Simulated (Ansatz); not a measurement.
**EuS2 (fluorite): response to moved atoms and strain**

How does EuS2 (fluorite) push back when it is distorted? Each run changes the relaxed cell in one way. The start comes from a prototype table, not from a measured structure.

Computed with Ansatz 0.2.0 (DFT PBEsol, scalar-relativistic, plane waves, PAW, unless a step's input says otherwise).

## (1) The structure to begin with

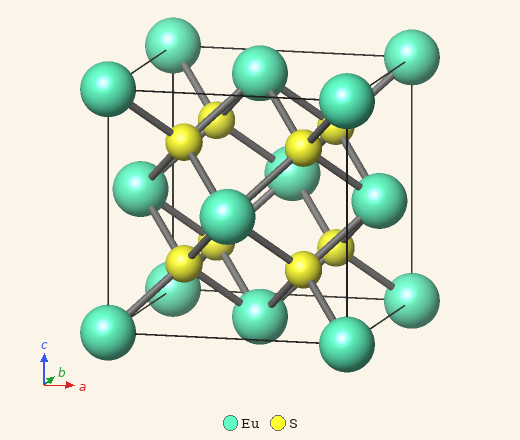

The starting structure, seen slightly off an axis (europium green, sulfur yellow). Atoms on the faces are drawn again on the opposite ones. The cell drawn here is the conventional one.

As a file:

```cif
data_structure
_symmetry_space_group_name_H-M 'P 1'
_symmetry_Int_Tables_number 1
_cell_length_a 4.6093
_cell_length_b 4.6093
_cell_length_c 4.6093
_cell_angle_alpha 60.000
_cell_angle_beta 60.000
_cell_angle_gamma 60.000
_cell_volume 69.24
loop_
_atom_site_label
_atom_site_type_symbol
_atom_site_fract_x
_atom_site_fract_y
_atom_site_fract_z
_atom_site_occupancy
Eu1 Eu 0.00000 0.00000 0.00000 1
S1 S 0.25000 0.25000 0.25000 1
S2 S 0.75000 0.75000 0.75000 1
```

This cell comes from an earlier session at PBEsol: 23.081 Å³/atom at 0.03 GPa, on a 8×8×8 mesh.

The changes: atom 1 (Eu) moved 0.02 Å along y; strain e4 = -0.01, atoms carried along.

## (2) Atom 1 (Eu) moved 0.02 Å along y

Contents of input.yaml:

```yaml
crystal:
  lattice:
    - [0.0, 3.2592379254, 3.2592379254]
    - [3.2592379254, 0.0, 3.2592379254]
    - [3.2592379254, 3.2592379254, 0.0]
  atoms:
    - { symbol: Eu, position: [0.0030682019, -0.0030682019, 0.0030682019], spin: 6.9 }
    - { symbol: S, position: [0.25, 0.25, 0.25] }
    - { symbol: S, position: [0.75, 0.75, 0.75] }
basis:
  ecutwfc: 420
  ecutrho_ratio: 4
kpoints:
  mp_grid: { grid: [8, 8, 8] }
hamiltonian:
  xc: pbesol
scf:
  occupations: { method: gaussian, width: 0.05 }
  lower_state_search: "off"
output:
  forces: true
  stress: true
  eigenvalues: true
  populations: true
magnetization:
  spin_polarized: true
checkpoint:
  read: start.run
  write: ck
  compress: false
  write_wavefunctions: false
  write_every: 100000
```

start.run holds the converged state of the cell before the atoms were moved.

Standard output (excerpt; [...] marks lines left out):

```text
Warning: checkpoint.read: the run can stay near the saved state's solution: 1 site(s) moved relative to the saved geometry (max |Δs| = 3.068e-3 fractional); the SCF starts from the saved state under `checkpoint.density_extrapolation: transplant`, in force with no word given. A run without [...]
Warning: RAYON_NUM_THREADS=4 ignored (pool sized by the plan → 4); use --threads N
Eu: projections on atomic orbitals take those of the free atom [Kr 4d10] 4f7 5s2 5p6 5d0 6s2, of charge +0.00 (hamiltonian.pseudopotentials.projection_atoms); the dataset's partial waves leave at most 1.0e-3 of an orbital's norm unspanned inside its sphere
[...]
Pseudopotentials: kind: paw
Pseudopotential: Eu, paw, valence charge 17, recommended cutoff 420 eV (normal), Eu.paw.azcp
Pseudopotential: S, paw, valence charge 6, recommended cutoff 420 eV (normal), S.paw.azcp
Functional definition: PBEsol
[...]
Crystal: 3 atoms, lattice volume = 69.243 Å³
Basis set: ecut = 420 eV, 1363 PW (Γ), exchange–correlation on 64×64×64 points (8 copies of the dense FFT grid, shifted against one another)
Bands: 22, of which v1, the nominal top of the filled ones, is band 15 counted from 1 (14 counted from 0)
Symmetry: 8 space group operations
Space group: I4mm (ITA 107), of the structure as read, at distance tolerance 4.1e-5 Å
Magnetic group: BNS 107.227 (UNI 887), of the structure as read, at distance tolerance 4.1e-5 Å
k-points: 59 of 512 (time reversal used)
[...]
Starting moments: Σ|m| = 6.9 μB on 1 of 3 sites; this step starts from the density that it was given
[...]
SCF iter   1: F=—  HF=-10437.847273 eV  |F-HF|=—  |Δ(HF+E_count)|=         —  Δρ=1.10e-2 (↑1.10e-2 ↓1.08e-2)  dr2=1.26e-3  dr2_m=7.56e-2  M=5.778 μB ∫|m|=6.929 μB  β_m=0.30  ethr=4.38e-6  ⟨swp⟩=2.1  Hψ=17894  notcnv=0
[...]
spin=Collinear: Kerker preconditioning applied to the charge; magnetization (m = ρ↑ − ρ↓) channel mixes plain (no charge-response kernel on spin).
[...]
SCF iter   9: F=-10437.883613 eV  HF=-10437.883613 eV  |F-HF|=1.28e-8  |Δ(HF+E_count)|=   1.25e-8  Δρ=3.48e-6 (↑3.48e-6 ↓9.56e-7)  dr2=1.30e-8  dr2_m=1.73e-9  M=5.778 μB ∫|m|=6.929 μB  ethr=3.45e-10  ⟨swp⟩=4.5  Hψ=8397  notcnv=0
[...]
SCF converged after 9 iterations
Magnetization: 5.7777 μB (17.3889 up, 11.6111 down)
Absolute magnetization: 6.9284 μB (∫|ρ↑−ρ↓|, with the PAW one-centre terms)
Spin contamination: 0.5457 ħ² per cell (⟨S²⟩ above its minimum at these occupations)
Per-site moments (μB) at R_I (Å): [(6.266797155301408, 1.1595718475119903), (-0.2547445840567564, 1.1595718475119905), (-0.25474458405675693, 1.1595718475119903)]
Free energy (F): -10437.883613 eV
[...]
E sigma→0 (E₀):  -10437.880352 eV
Entropy (-TS):   -0.006521 eV (-2.174 meV/atom)
Fermi energy:    7.968775 eV
[...]
--- Forces (eV/Å), atoms counted from 1 ---
  atom   1  Eu    -0.00000000    -0.10663037     0.00000000
  atom   2  S      0.00000000     0.05334036     0.00000000
  atom   3  S      0.00000000     0.05334036    -0.00000000
[...]
--- Stress (GPa, compression-positive) ---
        0.044209      -0.000000       0.000000
       -0.000000       0.039621       0.000000
        0.000000       0.000000       0.044209
  P = ⅓ Tr σ = 0.0427 GPa (0.427 kbar)
--- Band table (eV; the first three rows and the last of 118) ---
[... band rows left out ...]
[...]
--- Löwdin populations: 3 sites ---
  site symbol       q [e]    m [muB]
     0     Eu     16.9310     6.4157
     1      S      5.9979    -0.3276
     2      S      5.9979    -0.3276
  spilling = 0.002526 (of n_electrons = 29.000000)
```

Run time: 11 s. Hardware: 4 threads of an Arm CPU, shared host; peak memory 0.51 GiB.

In short: volume 23.081 Å³/atom, pressure 0.04 GPa, a metal on this mesh, moments in the atoms' spheres Eu 6.27; S -0.25 μB.

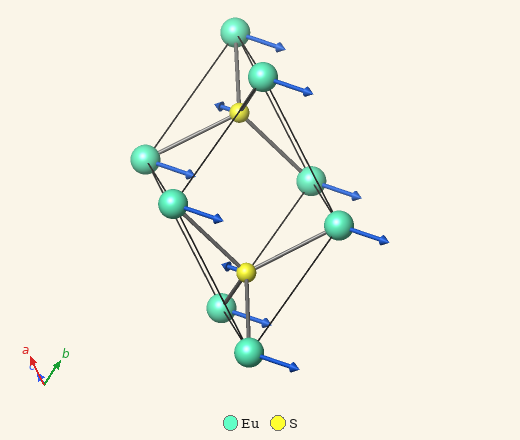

Forces on the atoms; the longest arrow is 0.11 eV/Å.

## (3) Strain e4 = -0.01, atoms carried along

Contents of input.yaml:

```yaml
crystal:
  lattice:
    - [0.0, 3.2429417358, 3.2429417358]
    - [3.2592379254, -0.0162961896, 3.2592379254]
    - [3.2592379254, 3.2592379254, -0.0162961896]
  atoms:
    - { symbol: Eu, position: [0.0, 0.0, 0.0], spin: 6.9 }
    - { symbol: S, position: [0.25, 0.25, 0.25] }
    - { symbol: S, position: [0.75, 0.75, 0.75] }
basis:
  ecutwfc: 420
  ecutrho_ratio: 4
kpoints:
  mp_grid: { grid: [8, 8, 8] }
hamiltonian:
  xc: pbesol
scf:
  occupations: { method: gaussian, width: 0.05 }
output:
  forces: true
  stress: true
  eigenvalues: true
  populations: true
magnetization:
  spin_polarized: true
```

Standard output (excerpt; [...] marks lines left out):

```text
Warning: RAYON_NUM_THREADS=4 ignored (pool sized by the plan → 4); use --threads N
Eu: projections on atomic orbitals take those of the free atom [Kr 4d10] 4f7 5s2 5p6 5d0 6s2, of charge +0.00 (hamiltonian.pseudopotentials.projection_atoms); the dataset's partial waves leave at most 1.0e-3 of an orbital's norm unspanned inside its sphere
[...]
[... 4 set-up lines as earlier in the session ...]
[...]
Crystal: 3 atoms, lattice volume = 69.242 Å³
Basis set: ecut = 420 eV, 1363 PW (Γ), exchange–correlation on 64×64×64 points (8 copies of the dense FFT grid, shifted against one another)
Bands: 22, of which v1, the nominal top of the filled ones, is band 15 counted from 1 (14 counted from 0)
[... 1 set-up line as earlier in the session ...]
[...]
Per-site moments (μB) at R_I (Å): [(6.267177941661265, 1.1604376152769393), (-0.25520765547002355, 1.1604376152769393), (-0.2552076554700233, 1.1604376152769393)]
Free energy (F): -10437.884070 eV
[...]
E sigma→0 (E₀):  -10437.880818 eV
Entropy (-TS):   -0.006504 eV (-2.168 meV/atom)
Fermi energy:    7.969409 eV
[...]
--- Forces (eV/Å), atoms counted from 1 ---
  atom   1  Eu     0.00000000     0.00000000    -0.00000000
  atom   2  S      0.04674986     0.00000000     0.00000000
  atom   3  S     -0.04674986    -0.00000000    -0.00000000
[...]
--- Stress (GPa, compression-positive) ---
        0.036761       0.000000       0.000000
        0.000000       0.043429       0.283442
        0.000000       0.283442       0.043429
  P = ⅓ Tr σ = 0.0412 GPa (0.412 kbar)
--- Band table (eV; the first three rows and the last of 190) ---
[... band rows left out ...]
[...]
--- Löwdin populations: 3 sites ---
  site symbol       q [e]    m [muB]
     0     Eu     16.9309     6.4157
     1      S      5.9979    -0.3280
     2      S      5.9979    -0.3280
  spilling = 0.002527 (of n_electrons = 29.000000)
```

Wall time 14 s (4 threads of an Arm CPU, shared host); peak memory 0.56 GiB.

This gives: volume 23.081 Å³/atom, pressure 0.04 GPa, a metal on this mesh, moments in the atoms' spheres Eu 6.27; S -0.26 μB.

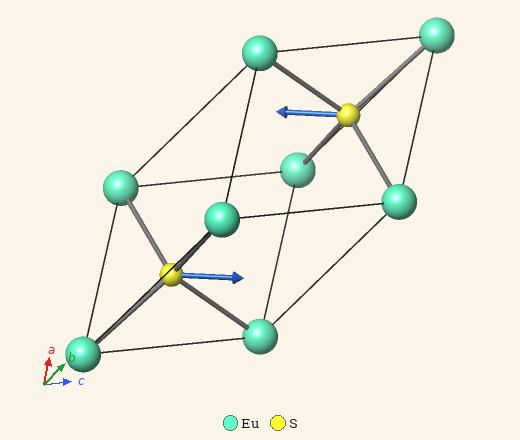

Forces on the atoms; the longest arrow is 0.05 eV/Å.

## (4) Results

| change | change of free energy (meV/atom) | largest force (eV/Å) | largest change of stress (GPa) |
| --- | --- | --- | --- |
| atom 1 (Eu) moved 0.02 Å along y | 0.36 | 0.107 | 0.01 |
| strain e4 = -0.01, atoms carried along | 0.20 | 0.047 | 0.28 |

Moving atom 1 by 0.02 Å meets a restoring force of 0.107 eV/Å along the move, a force constant of about 5.3 eV/Å². The strain e4 = -0.01 changes that stress component by +0.28 GPa (compression positive), a ratio of 28 GPa; that is a secant over a finite strain with the atoms carried along, not the elastic constant. No change lowers the energy by more than 0.5 meV/atom; other distortions weren't tried. No U or exact exchange acts on the open f shell of Eu, so the metal holds for this level alone. Spin–orbit coupling is left out, though the cell holds Eu; it splits the 4f levels.
